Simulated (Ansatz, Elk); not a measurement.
**How far do independent atoms describe Mg5Zr?**

Structure refinements treat a crystal as free atoms side by side. For a made-up structure of Mg5Zr (cell and positions from a PBE relaxation) the runs below show what the calculated density changes in F(hkl).

Method: DFT, PBE, all-electron APW+lo, Dirac cores, scalar-relativistic bands, static density, no spin, in Elk 11.2.3 (patched build).

The structure was built from a prototype and need not be the compound's stable phase.

### 1. Starting point

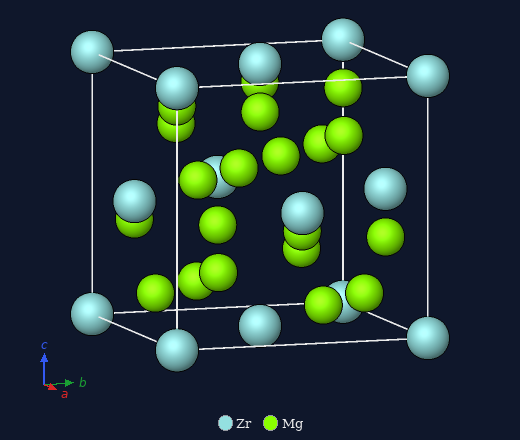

The starting structure, seen slightly off an axis (zirconium light teal, magnesium green). This picture shows the conventional cell, with its axes. Some periodic images of atoms are drawn too.

### 2. Ground state and structure factors

An all-electron density is needed, since X-rays see the cores too. Task 0 finds the density and task 195 Fourier-transforms it; tshift is off so that phases refer to the origin typed.

The input, elk.in:

```
tasks
  0
  195

xctype
  20

spinpol
  .false.

rgkmax
  7.0

gmaxvr
  14.0

lmaxo
  7

lmaxapw
  8

swidth
  0.002

tshift
  .false.

ramdisk
  .false.

hmaxvr
  5.5

maxscl
  120

epspot
  1e-06

sppath
  './'

avec
  0.00000000000 7.72704524125 7.72704524125
  7.72704524125 0.00000000000 7.72704524125
  7.72704524125 7.72704524125 0.00000000000

atoms
  2
  'Zr.in'
  1
  -0.0000000000 0.0000000000 0.0000000000   0.000000 0.000000 0.000000
  'Mg.in'
  5
  0.6258560466 0.6258560466 0.1224318603   0.000000 0.000000 0.000000
  0.6258560466 0.1224318603 0.6258560466   0.000000 0.000000 0.000000
  0.6258560466 0.6258560466 0.6258560466   0.000000 0.000000 0.000000
  0.1224318603 0.6258560466 0.6258560466   0.000000 0.000000 0.000000
  0.2500000000 0.2500000000 0.2500000000   0.000000 0.000000 0.000000

ngridk
  5 5 5
```

The run is started by

```bash
> OMP_NUM_THREADS=4 elk
```

Numbers of over 12 decimals in the logs are rounded to 6 here.

Output:

```text
┌─────────────────────────┐
│ Elk code version 11.2.3 │
└─────────────────────────┘

All units are atomic (Hartree, Bohr, etc.)

┌─────────────────────────────────────────────────┐
│ Ground-state run starting from atomic densities │
└─────────────────────────────────────────────────┘

Lattice vectors :
   0.000000000       7.727045241       7.727045241
   7.727045241       0.000000000       7.727045241
   7.727045241       7.727045241       0.000000000

Reciprocal lattice vectors :
 -0.4065710185      0.4065710185      0.4065710185
  0.4065710185     -0.4065710185      0.4065710185
  0.4065710185      0.4065710185     -0.4065710185

Unit cell volume      :    922.7209064
Brillouin zone volume :   0.2688247461

Muffin-tin inner radius fraction :   0.1000000000E-01

Nuclei treated as point charges

Species : 1 (Zr)
 parameters loaded from : Zr.in
 name : zirconium
 nuclear charge    :   -40.00000000
 electronic charge :    40.00000000
 atomic mass :    166291.1793
 muffin-tin radius :    2.600000000
 number of radial points in muffin-tin :   1193
 inner part over the whole radius :   0.9967875514E-02
 number on inner part of muffin-tin    :    848
 approximate nuclear radius :   0.8202877663E-04
 number of mesh points to nuclear radius :    417
 atomic positions (lattice), magnetic fields (Cartesian) :
  1 :   0.00000000  0.00000000  0.00000000    0.00000000  0.00000000  0.00000000

Species : 2 (Mg)
 parameters loaded from : Mg.in
 name : magnesium
 nuclear charge    :   -12.00000000
 electronic charge :    12.00000000
 atomic mass :    44305.30466
 muffin-tin radius :    2.200000000
 number of radial points in muffin-tin :    793
 inner part over the whole radius :   0.9941530515E-02
 number on inner part of muffin-tin    :    552
 approximate nuclear radius :   0.5710277704E-04
 number of mesh points to nuclear radius :    241
 atomic positions (lattice), magnetic fields (Cartesian) :
  1 :   0.62585605  0.62585605  0.12243186    0.00000000  0.00000000  0.00000000
  2 :   0.62585605  0.12243186  0.62585605    0.00000000  0.00000000  0.00000000
  3 :   0.62585605  0.62585605  0.62585605    0.00000000  0.00000000  0.00000000
  4 :   0.12243186  0.62585605  0.62585605    0.00000000  0.00000000  0.00000000
  5 :   0.25000000  0.25000000  0.25000000    0.00000000  0.00000000  0.00000000

Total number of atoms per unit cell :    6
Total muffin-tin volume :    296.6333671
 ratio of muffin-tin to unit cell volume :   0.3214768031

Spin treatment :
 spin-unpolarised

Number of Bravais lattice symmetries :   48
Number of crystal symmetries         :   24
Crystal has no inversion symmetry
Complex Hermitian eigensolver will be used

k-point grid :      5     5     5
k-point offset :    0.000000000       0.000000000       0.000000000
k-point set is reduced with full crystal symmetry group
Total number of k-points :       14

Muffin-tin radius times maximum |G+k| :    7.000000000
 using average radius
Maximum |G+k| for APW functions       :    3.088235294
Maximum (1/2)|G+k|²                   :    4.768598616
Maximum |G| for potential and density :    14.00000000
Constant for pseudocharge density :    9
 order of it for each species :   16  16
 order of it for pair densities of each species (exact exchange by exxq0 0: 17) :   13   9
Radial integration step length :    1

G-vector grid sizes :     49    49    49
Number of G-vectors :    42735

Maximum angular momentum used for
 APW functions            :    8
 outer part of muffin-tin :    7
 inner part of muffin-tin :    2

Total nuclear charge    :   -100.0000000
Total core charge       :    38.00000000
Total valence charge    :    62.00000000
Total excess charge     :    0.000000000
Total electronic charge :    100.0000000

Effective Wigner radius, rₛ :    1.301149654

Number of empty states         :     24
Total number of valence states :     56
Total number of core states    :     38

Third-order local-orbitals added for an l without core states : T
Total number of local-orbitals :     68

[...]
electron-nuclear            :     -10055.581812637
 Hartree                     :      1465.4805519539
 Madelung                    :     -5558.9588096633
 xc potential                :     -254.68093877134
 exchange                    :     -192.22640486883
 correlation                 :     -4.303130
 electron entropic           :    -0.15684815861799E-02
 total energy                :     -4602.6040177925

Density of states at Fermi energy :    104.8677543
 (states/Hartree/unit cell)

Estimated indirect band gap :   0.9366219683E-02
 from k-point 13 to k-point 11
Estimated direct band gap   :   0.9652376968E-02
 at k-point 13

Charges :
 core                        :    38.00000000
 valence                     :    62.00000000
 interstitial                :    9.850070985
 muffin-tins (core leakage)
  species : 1 (Zr)
[...]
species : 2 (Mg)
[...]
total in muffin-tins        :    90.14992902
 total calculated charge     :    99.99997497
 total charge                :    100.0000000
 error                       :   0.2502673392E-04

RMS change in Kohn-Sham potential (target) :   0.6657081994     (  0.1000000000E-05)
Absolute change in total energy (target)   :    1.279687775     (  0.1000000000E-03)

[... loops 3 to 13 left out ...]

┌──────────────────┐
│ Loop number : 14 │
└──────────────────┘

Energies :
 Fermi                       :     0.162268
 sum of occupied eigenvalues :     -2666.0817228946
 electron kinetic            :      4721.7665818546
 core electron kinetic       :      4325.6723664336
 Coulomb                     :     -9126.0478746093
 Coulomb potential           :     -7132.8125920901
 nuclear-nuclear             :     -536.11936860803
 electron-nuclear            :     -10056.969788137
 Hartree                     :      1467.0412821359
 Madelung                    :     -5559.6415785643
 xc potential                :     -255.03571265908
 exchange                    :     -192.25607679508
 correlation                 :     -4.303664
 electron entropic           :    -0.19734273165754E-02
 total energy                :     -4600.8430069328

Density of states at Fermi energy :    138.4029509
 (states/Hartree/unit cell)

Estimated indirect band gap :   0.6407224475E-02
 from k-point 14 to k-point 10
Estimated direct band gap   :   0.8709018451E-02
 at k-point 14

Charges :
 core                        :    38.00000000
 valence                     :    62.00000000
 interstitial                :    9.759860026
 muffin-tins (core leakage)
  species : 1 (Zr)
[...]
species : 2 (Mg)
[...]
total in muffin-tins        :    90.24013997
 total calculated charge     :    99.99997532
 total charge                :    100.0000000
 error                       :   0.2467647819E-04

RMS change in Kohn-Sham potential (target) :   0.5339006979E-06 (  0.1000000000E-05)
Absolute change in total energy (target)   :   0.1312883251E-04 (  0.1000000000E-03)

Convergence targets achieved

┌──────────────────┐
│ Loop number : 15 │
└──────────────────┘

Energies :
 Fermi                       :     0.162268
 sum of occupied eigenvalues :     -2666.0817316896
 electron kinetic            :      4721.7665864637
 core electron kinetic       :      4325.6723670077
 Coulomb                     :     -9126.0478862197
 Coulomb potential           :     -7132.8125755115
 nuclear-nuclear             :     -536.11936860803
 electron-nuclear            :     -10056.969828519
 Hartree                     :      1467.0413109070
 Madelung                    :     -5559.6415984639
 xc potential                :     -255.03574264179
 exchange                    :     -192.25607760307
 correlation                 :     -4.303664
 electron entropic           :    -0.19734321481175E-02
 total energy                :     -4600.8430147513

Density of states at Fermi energy :    138.4034010
 (states/Hartree/unit cell)

Estimated indirect band gap :   0.6407169538E-02
 from k-point 14 to k-point 10
Estimated direct band gap   :   0.8708977819E-02
 at k-point 14

Charges :
 core                        :    38.00000000
 valence                     :    62.00000000
 interstitial                :    9.759858922
 muffin-tins (core leakage)
  species : 1 (Zr)
[...]
species : 2 (Mg)
[...]
atom 3                    :    10.53493375     ( -0.9828258829E-07)
   atom 4                    :    10.53493375     ( -0.9828258829E-07)
   atom 5                    :    10.40891156     ( -0.9828258740E-07)
 total in muffin-tins        :    90.24014108
 total calculated charge     :    99.99997532
 total charge                :    100.0000000
 error                       :   0.2467649657E-04

┌──────────────────────────────┐
│ Self-consistent loop stopped │
└──────────────────────────────┘

Wrote STATE.OUT
```

The job ended after 30 s (4 threads of Intel Xeon Platinum 8488C (Sapphire Rapids), shared host; peak memory 0.26 GiB; 72 s of CPU time).

SFACRHO.OUT:

```text

h k l indices transformed by vhmat matrix:
   1.000000000       0.000000000       0.000000000    
   0.000000000       1.000000000       0.000000000    
   0.000000000       0.000000000       1.000000000    

      h      k      l  multipl.   |H|            Re(F)            Im(F)           |F|

      0      0      0      1   0.0000000       99.999999      0.72895657E-16   99.999999    
      0      1      0      4  0.70420166       21.698084      -4.6484932       22.190433    
      0     -1      0      4  0.70420166       21.698084       4.6484932       22.190433    
      1      0      1      6  0.81314204       24.783350     -0.12865142E-09   24.783350    
     -2     -1     -1     12   1.1499565       41.588328     -0.45505528E-10   41.588328    
      1      0      2     12   1.3484435       43.356597      -20.787978       48.082580    
     -2     -1      0     12   1.3484435       43.356597       20.787978       48.082580    
      0     -2      0      4   1.4084033       22.285194      -33.902183       40.570776    
      0      0      2      4   1.4084033       22.285194       33.902183       40.570776    
      0     -2     -2      6   1.6262841       5.1183893      0.20409202E-07   5.1183893    
      2     -1      0     12   1.7722020       17.069903      -2.9587468       17.324427    
      0      1     -2     12   1.7722020       17.069903       2.9587468       17.324427    
     -2     -1      1     24   1.8182409       20.769079     -0.10682293E-09   20.769079    
      1      1     -2     12   1.9917831       34.594430      0.64188335       34.600385    
      3      0      1     12   1.9917831       34.594430     -0.64188335       34.600385    
      3      0      0      4   2.1126050       37.151223      -16.953813       40.836811    
     -3     -2      0     12   2.1126050       36.296968      -17.820026       40.435420    
     -3     -3     -1     12   2.1126050       36.296968       17.820025       40.435420
```

Elk indexes on the primitive cell of elk.in and gives |H| = 4π sin θ/λ in inverse bohr. Below, one row stands for each form hkl of the conventional cell (m members, Friedel mates merged), F is for one primitive cell and the density is static (no thermal factor). Free-atom factors are Waasmaier and Kirfel's, and R is Σm||F|−|F'||/Σm|F|.

```csv
hkl,m,sin θ/λ (Å⁻¹),"abs F, DFT",neutral atoms,diff.,abs of complex diff.
111,8,0.106,22.190,22.113,+0.077,0.136
200,6,0.122,24.783,24.719,+0.064,0.064
220,12,0.173,41.588,41.755,-0.167,0.167
311,24,0.203,48.083,48.369,-0.287,0.288
222,8,0.212,40.571,40.888,-0.318,0.395
400,6,0.245,5.118,4.971,+0.147,0.147
331,24,0.267,17.324,17.303,+0.022,0.022
420,24,0.273,20.769,20.738,+0.032,0.032
422,24,0.299,34.600,34.577,+0.023,0.023
333,8,0.318,40.837,40.814,+0.023,0.023
511,24,0.318,40.435,40.390,+0.046,0.051
440,12,0.346,59.746,59.708,+0.038,0.038
531,48,0.362,15.869,15.823,+0.046,0.046
442,24,0.367,17.801,17.762,+0.039,0.040
600,6,0.367,18.959,18.899,+0.060,0.060
620,24,0.387,30.404,30.353,+0.051,0.051
533,24,0.401,35.619,35.596,+0.023,0.027
622,24,0.406,29.988,29.983,+0.006,0.058
444,8,0.424,5.208,5.172,+0.036,0.041
551,24,0.437,15.162,15.132,+0.030,0.034
711,24,0.437,14.382,14.332,+0.049,0.050
640,24,0.441,15.996,15.959,+0.037,0.037
```

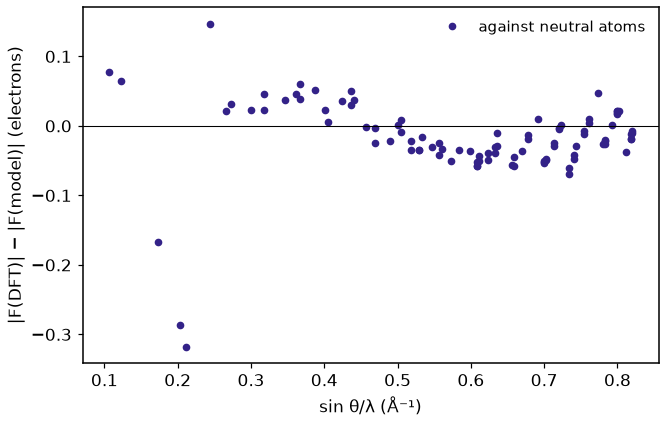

Difference between the calculated structure factors and the independent-atom ones.

### 3. The highest occupied states alone

An energy window below the Fermi level keeps the highest occupied states, to see at which angles they scatter; shallow core shells can lie inside it and anion s states outside. No new self-consistency is needed.

elk.in: that of step 2 with these lines changed.

```diff
@@ -1,3 +1,2 @@
 tasks
-  0
   195
@@ -40,2 +39,5 @@
 
+wsfac
+  -0.388970 0.462270
+
 sppath
```

The run is started by

```bash
> OMP_NUM_THREADS=4 elk
```

Output:

```text
┌─────────────────────────────────┐
│ Elk code version 11.2.3 started │
└─────────────────────────────────┘

Info(readinput): the functional depends on the density's gradient
 muffin-tin radial points multiplied by    2.00000
 (not where nrmtscf is given)

┌────────────────────┐
│ Current task : 195 │
└────────────────────┘

Info(sfacrho): density structure factors written to SFACRHO.OUT

 Energy window :  -0.3889700000      0.4622700000

┌──────────────────┐
│ Elk code stopped │
└──────────────────┘
```

Elapsed: 9.6 s, on 4 threads; peak memory 0.16 GiB; 11 s of CPU time.

States within 15 eV below the Fermi level hold 14.00 electrons; any levels below the window count with the cores. Their amplitudes can exceed the total, where window and core parts have opposite phase:

```csv
hkl,sin θ/λ (Å⁻¹),"abs F, window","abs F, all"
111,0.106,0.830,22.190
200,0.122,0.803,24.783
220,0.173,0.493,41.588
311,0.203,0.155,48.083
222,0.212,0.508,40.571
400,0.245,0.409,5.118
331,0.267,0.190,17.324
420,0.273,0.176,20.769
422,0.299,0.065,34.600
333,0.318,0.051,40.837
```

### 4. Another functional

The difference from free atoms is small, so it is set against the change that LDA (Perdew-Wang) makes.

elk.in: that of step 3 with these lines changed.

```diff
@@ -1,2 +1,3 @@
 tasks
+  0
   195
@@ -4,3 +5,3 @@
 xctype
-  20
+  3
 
@@ -39,5 +40,2 @@
 
-wsfac
-  -0.388970 0.462270
-
 sppath
```

The run is started by

```bash
> OMP_NUM_THREADS=4 elk
```

Output:

```text
┌─────────────────────────┐
│ Elk code version 11.2.3 │
└─────────────────────────┘

All units are atomic (Hartree, Bohr, etc.)

┌─────────────────────────────────────────────────┐
│ Ground-state run starting from atomic densities │
└─────────────────────────────────────────────────┘

Lattice vectors :
   0.000000000       7.727045241       7.727045241
   7.727045241       0.000000000       7.727045241
   7.727045241       7.727045241       0.000000000

Reciprocal lattice vectors :
 -0.4065710185      0.4065710185      0.4065710185
[...]
valence                     :    62.00000000
 interstitial                :    9.669230595
 muffin-tins (core leakage)
  species : 1 (Zr)
[...]
species : 2 (Mg)
[...]
atom 4                    :    10.54798654     ( -0.1573064650E-05)
   atom 5                    :    10.42265461     ( -0.1573064652E-05)
 total in muffin-tins        :    90.33076941
 total calculated charge     :    99.99998810
 total charge                :    100.0000000
 error                       :   0.1190436986E-04

┌──────────────────────────────┐
│ Self-consistent loop stopped │
└──────────────────────────────┘

Wrote STATE.OUT
[key lines of the parts left out:]
total energy                :     -4592.8621281054
```

The job ended after 22 s (4 threads; peak memory 0.2 GiB; 57 s of CPU time).

Against the first run R = 0.07 %; the largest change is -0.083 at 440.

### 5. Basis size

The basis and the expansions that go with it are enlarged, to see whether the differences are converged.

elk.in: that of step 4 with these lines changed.

```diff
@@ -5,3 +5,3 @@
 xctype
-  3
+  20
 
@@ -11,12 +11,12 @@
 rgkmax
-  7.0
+  8.5
 
 gmaxvr
-  14.0
+  18.0
 
 lmaxo
-  7
+  9
 
 lmaxapw
-  8
+  10
```

The run is started by

```bash
> OMP_NUM_THREADS=4 elk
```

Output:

```text
┌─────────────────────────┐
│ Elk code version 11.2.3 │
└─────────────────────────┘

All units are atomic (Hartree, Bohr, etc.)

┌─────────────────────────────────────────────────┐
│ Ground-state run starting from atomic densities │
└─────────────────────────────────────────────────┘

Lattice vectors :
   0.000000000       7.727045241       7.727045241
   7.727045241       0.000000000       7.727045241
   7.727045241       7.727045241       0.000000000

Reciprocal lattice vectors :
 -0.4065710185      0.4065710185      0.4065710185
[...]
valence                     :    62.00000000
 interstitial                :    9.754181443
 muffin-tins (core leakage)
  species : 1 (Zr)
[...]
species : 2 (Mg)
[...]
atom 4                    :    10.53562759     ( -0.9828259007E-07)
   atom 5                    :    10.40965299     ( -0.9828258740E-07)
 total in muffin-tins        :    90.24581856
 total calculated charge     :    99.99999770
 total charge                :    100.0000000
 error                       :   0.2295693378E-05

┌──────────────────────────────┐
│ Self-consistent loop stopped │
└──────────────────────────────┘

Wrote STATE.OUT
[key lines of the parts left out:]
total energy                :     -4600.8484092286
```

The job ended after 89 s (4 threads; peak memory 0.5 GiB; 3.8 min of CPU time).

Against the first run R = 0.00 %; the largest change is -0.002 at 800.

### 6. Settings against the effect

```csv
run,R against the first run (%),"R against neutral atoms, low angle (%)",wall time
"PBE, rgkmax 7",0.00,0.37,30 s
LDA (Perdew-Wang),0.07,0.36,22 s
rgkmax 8.5 with larger expansions,0.00,0.37,89 s
```

### 7. Summary of results

```yaml
r_against_neutral_atoms_sin_theta_lambda_0p3_a_minus1: 0.37 %
r_against_neutral_atoms_0p3_to_0p82_a_minus1: 0.15 %
```

**Reading.** Independent neutral atoms miss the calculated amplitudes by R = 0.37 % below 0.3 Å⁻¹ and 0.15 % from there to 0.82 Å⁻¹; by shells, 0.31 % below 0.15 Å⁻¹ (2 forms), 0.38 % 0.15 to 0.3 (7 forms), 0.15 % 0.3 to 0.45 (13 forms), 0.15 % above 0.45 (73 forms). Bonding, aspherical density and the tables' own atoms all enter these figures, and the runs don't part them. The largest change of an amplitude is -0.32 electrons, at 222. R counts amplitudes alone; phases shift too. The window's part falls from 14.0 electrons at the origin to at most 0.22 between 0.45 and 0.82 Å⁻¹. Below 0.3 Å⁻¹ the changes that finished (LDA (Perdew-Wang) and rgkmax 8.5 with larger expansions) move F by R = 0.03 % at most, against the 0.37 % that separates it from free atoms. The k-mesh has no finished test. Part of the difference isn't bonding: the tables are fits to free atoms and ions calculated by other methods than this functional. Thermal motion, anomalous dispersion and extinction are left out.

[Logs are printed without paths, hosts, clocks, repeated set-up lines and the standing remarks that a program may print on its own settings, such as how far it seeks lower states.]

[Hosts, paths, dates, database ids (printed as entryN), source tags and the programs' standing remarks are cut or masked in the printed files.]
